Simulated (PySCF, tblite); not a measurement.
**CH5NO3Si3, a small molecule taken as a stand-in for a surface group (silica 3-ring): NMR shifts, core binding energies and electronic excitations**

Aim: the NMR shifts, core binding energies and electronic excitations of `N#C[SiH]1O[SiH2]O[SiH2]O1`.

Programs: tblite 0.8.0 and PySCF 2.14.0. All values are calculated, for the isolated system unless a continuum is named. Atoms count from 0, parts from 1.

### 1 The system as given

13 atoms, charge 0, multiplicity 1; geometry: distance geometry start.

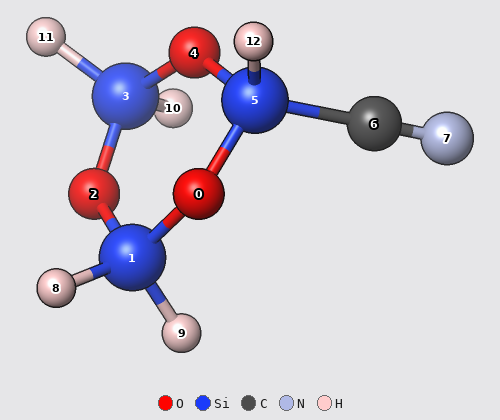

The starting geometry (oxygen red, silicon blue, carbon dark grey, nitrogen light blue, hydrogen pink), atoms numbered.

### 2 Geometry optimisation with GFN2-xTB

The job: settings as JSON, then the geometry in Å.

```
{"job": {"kind": "relax", "xc": "GFN2-xTB", "basis": "xTB"}, "charge": 0, "multiplicity": 1}
O     -0.688684    -1.154512     0.700823
Si    -1.750415    -0.619128    -0.443637
O     -1.321994     0.962962    -0.792379
Si     0.025124     1.848358    -0.459309
O      0.892545     0.999820     0.670627
Si     0.872463    -0.620404     1.083764
C      2.225716    -1.623817     0.199357
N      3.051283    -2.229784    -0.360444
H     -3.129886    -0.641952     0.106417
H     -1.657937    -1.435134    -1.647934
H      0.836323     1.999884    -1.682321
H     -0.362255     3.190978     0.090214
H      1.023159    -0.724005     2.535248
```

With the program's defaults for keys left out, this is: GFN2-xTB geometry optimisation, gas phase.

Launch:

```
OMP_NUM_THREADS=1 python cluster_run.py task.json out
```

This one command runs all jobs of the session in turn.

**Question.** The jobs that follow are: PBE0-D3(BJ)/def2-SVP geometry optimisation, gas phase; GIAO PBE0/pcSseg-1 NMR shielding, non-relativistic, gas phase; delta-SCF UKS SCAN, pcX-2 on the ionised atom, pcseg-1 elsewhere, spin-free X2C; TDDFT CAM-B3LYP/def2-SVPD, vertical, gas phase, core orbitals frozen in the response. Predict: point group; rotational constants (main isotopes); ¹³C shifts against TMS (PBE0/pcSseg-1); ¹H shifts against TMS (PBE0/pcSseg-1, means over atoms taken as alike); ¹⁷O shifts against H2O (PBE0/pcSseg-1, means over atoms taken as alike); ²⁹Si shifts against TMS (PBE0/pcSseg-1, means over atoms taken as alike); ¹⁵N shifts against NH3 (PBE0/pcSseg-1); Si2p binding energies, SCAN/pcX-2; O1s binding energies, SCAN/pcX-2; C1s binding energies, SCAN/pcX-2; lowest singlet (CAM-B3LYP/def2-SVPD); brightest single state of those computed; lowest triplet; vertical ionisation energy (ΔSCF).

The runs gave:

| quantity | value |
| --- | --- |
| point group | Cs |
| rotational constants (main isotopes) | 1.84, 1.01, 0.79 GHz |
| ¹³C shifts against TMS (PBE0/pcSseg-1) | 126.6 ppm |
| ¹H shifts against TMS (PBE0/pcSseg-1, means over atoms taken as alike) | 5.29, 5.22, 4.77 ppm |
| ¹⁷O shifts against H2O (PBE0/pcSseg-1, means over atoms taken as alike) | 92.3, 84.1 ppm |
| ²⁹Si shifts against TMS (PBE0/pcSseg-1, means over atoms taken as alike) | -29.6, -66.5 ppm |
| ¹⁵N shifts against NH3 (PBE0/pcSseg-1) | 360.2 ppm |
| Si2p binding energies, SCAN/pcX-2 | Si5 109.29, Si1 108.89 eV |
| O1s binding energies, SCAN/pcX-2 | O4 538.65, O2 538.52 eV |
| C1s binding energies, SCAN/pcX-2 | C6 291.99 eV |
| lowest singlet (CAM-B3LYP/def2-SVPD) | 6.96 eV (178 nm), f = 0.000 |
| brightest single state of those computed | state 4, 7.56 eV, f = 0.009 |
| lowest triplet | 5.73 eV |
| vertical ionisation energy (ΔSCF) | 11.19 eV |

Relaxing lowered the energy by 0.405 eV in 9 steps; the close pair that moved most is Si3–H10, from 1.420 to 1.483 Å (PBE0/def2-SVP). At PBE0/pcSseg-1: Shielding is most anisotropic at N7 (span 590 ppm, paramagnetic term -432 ppm). Si5 (silicon bonded to C, 2 O, H) binds its Si2p electron 0.41 eV more tightly than Si1 (silicon bonded to 2 O, 2 H). The O1s levels kept as sound span 0.13 eV, from O2 (oxygen bonded to 2 Si) up to O4 (oxygen bonded to 2 Si). The lowest singlet, at 6.96 eV, is HOMO−3→LUMO+1 0.31, HOMO−4→LUMO 0.25 and is dark; of the 6 states computed, the strongest absorption comes from states 4 to 5 together at 7.56 eV. The lowest triplet lies 1.23 eV below the lowest singlet (triplets in Tamm-Dancoff, singlets in full TDDFT). ΔSCF puts the ionisation energy at 11.19 eV, 0.81 eV above −ε(HOMO). A capped cluster stands for the solid here, so long-range fields and strain are missing, and bands or shifts of the capping hydrogens have no counterpart in it.
